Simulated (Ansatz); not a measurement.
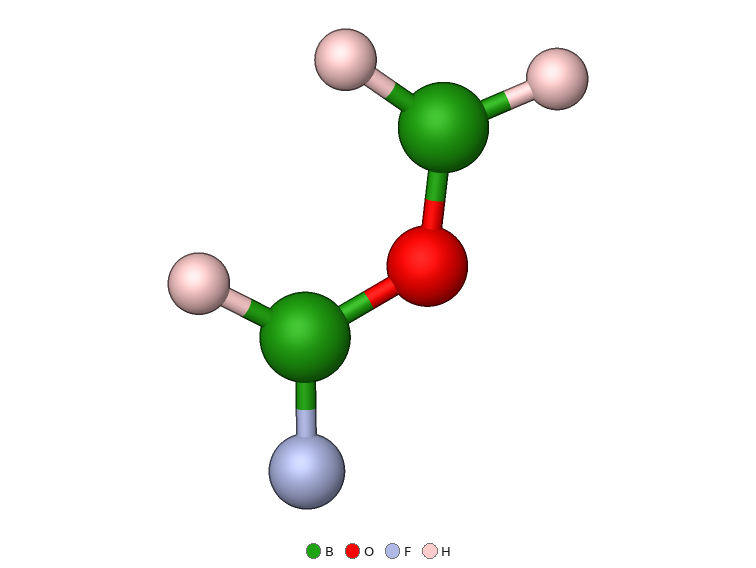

Rendered structure (ball-and-stick style). Every bond is drawn as one stick, whatever its order.

> Give the formula.

B2FH3O, 7 atoms: 2 boron, 1 fluorine, 3 hydrogen and 1 oxygen.

> What is the point group of this geometry?

Cs.

> How many atoms are distinct by symmetry?

7: 1 B, 1 O, 1 B, 1 F, 1 H, 1 H, 1 H.

> Name functional groups in it.

Among them: B–H bond.

> Give a SMILES string for it.

BOBF

More results for the same structure follow; atom numbers are the same in all pictures, views and colours differ. Computed geometry: PBE0-D4/def2-TZVP optimisation.

Geometry

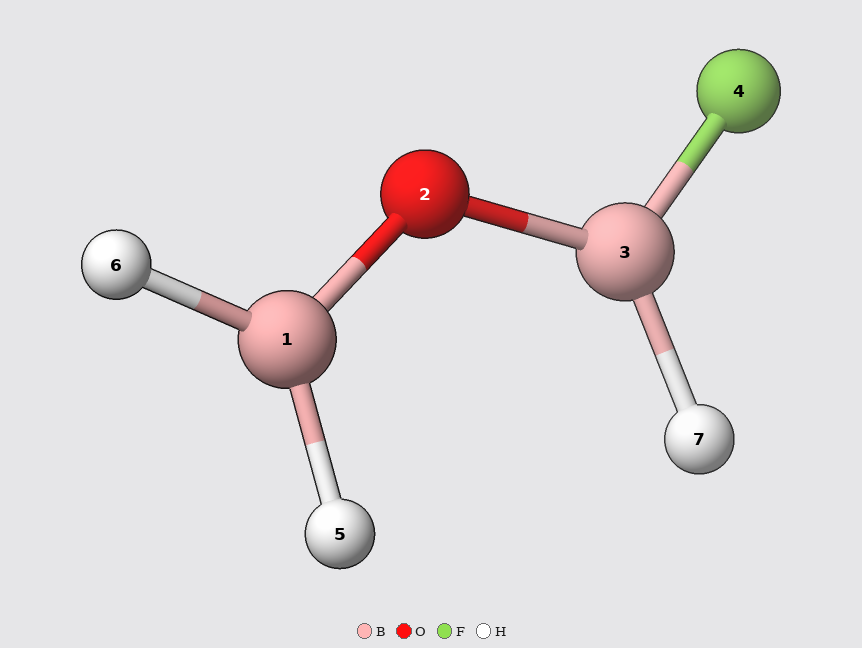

Numbered structure.

Estimate the angles O2–B1–H5, O2–B1–H6, H5–B1–H6, B1–O2–B3, O2–B3–F4, O2–B3–H7, F4–B3–H7.

```csv
angle,degrees
O2–B1–H5,119.9
O2–B1–H6,117.3
H5–B1–H6,122.8
B1–O2–B3,124.8
O2–B3–F4,117.3
O2–B3–H7,122.9
F4–B3–H7,119.8
```

Dipole moment

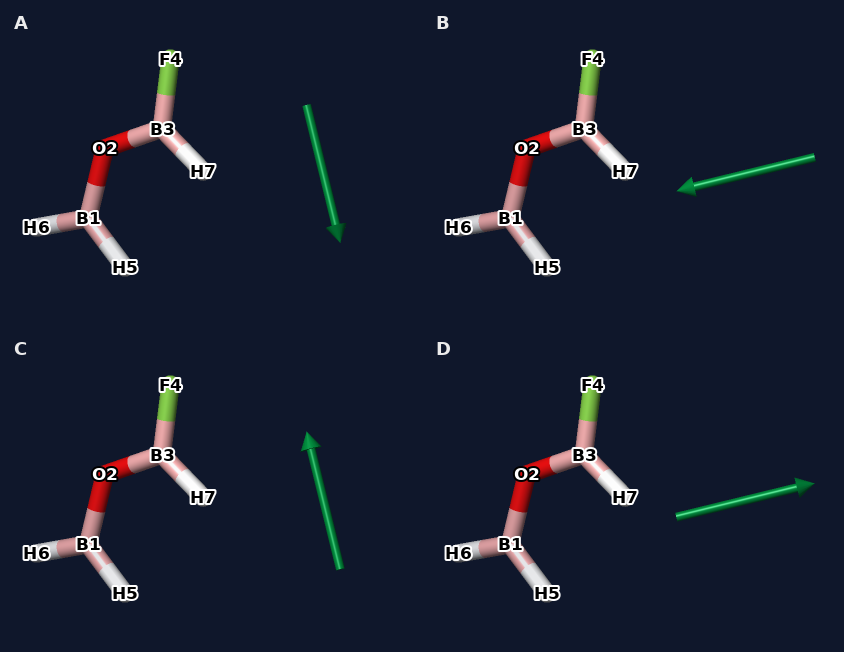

The same molecule four times, each with an arrow. Level of theory: RKS PBE-D4/def2-TZVPP (Ansatz 0.2.0).

> Which arrow points along the dipole moment, from the negative to the positive end?

A. The dipole moment is 0.93 D; it points from the side of F4 to the side of H5 (the outermost atoms at the two ends).

Vibrations

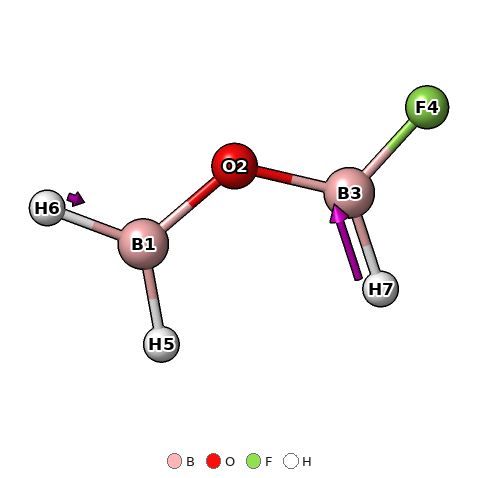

The arrows show one normal mode. Harmonic vibrations computed with RKS PBE0-D4/def2-TZVP (Ansatz 0.2.0) at a stationary point of the same level.

> What kind of motion is it?

Mostly B–H stretching.

> At what wavenumber does it lie?

2659 cm⁻¹; it is mode 14 of 15 counted from the lowest.

Electronic properties

Level of theory: RKS BHLYP-D4/def2-TZVPP (Ansatz 0.2.0).

Computed properties:

- HOMO energy (Kohn–Sham orbital): −10.57 eV
- LUMO energy (Kohn–Sham orbital): −0.22 eV
- HOMO–LUMO gap: 10.35 eV
- dispersion correction: −9.1 kJ/mol

Thermal motion

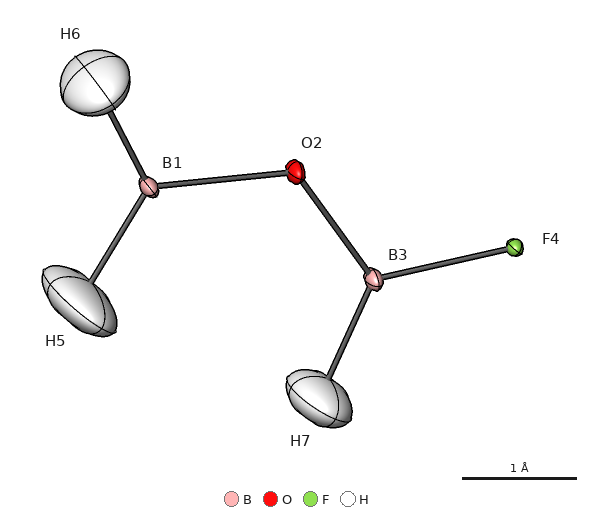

Displacement ellipsoids at the 50 % level, enlarged 1.5 times, from the internal vibrations of the free molecule (harmonic, no overall translation or rotation; no half-axis is drawn under 0.075 Å). Vibrations computed with RKS PBE0-D4/def2-TZVP (Ansatz 0.2.0). Temperature: 100 K.

> Which atom has the largest mean-square displacement?

H5, with U_eq = 0.0312 Å².

> Does H5 move more along its bond or across it?

Across it: the root-mean-square amplitude is 0.083 Å along the bond and up to 0.256 Å across, since bending and torsion are softer than stretching.

Give the displacement parameters, one line for each set of equivalent atoms.

| atom | U_eq (Å²) | rms amplitudes (Å) |
| --- | --- | --- |
| B1 | 0.0024 | 0.032, 0.042, 0.065 |
| O2 | 0.0024 | 0.028, 0.042, 0.069 |
| B3 | 0.0023 | 0.032, 0.040, 0.066 |
| F4 | 0.0013 | 0.023, 0.031, 0.049 |
| H5 | 0.0312 | 0.083, 0.145, 0.256 |
| H6 | 0.0221 | 0.086, 0.138, 0.199 |
| H7 | 0.0200 | 0.085, 0.128, 0.191 |
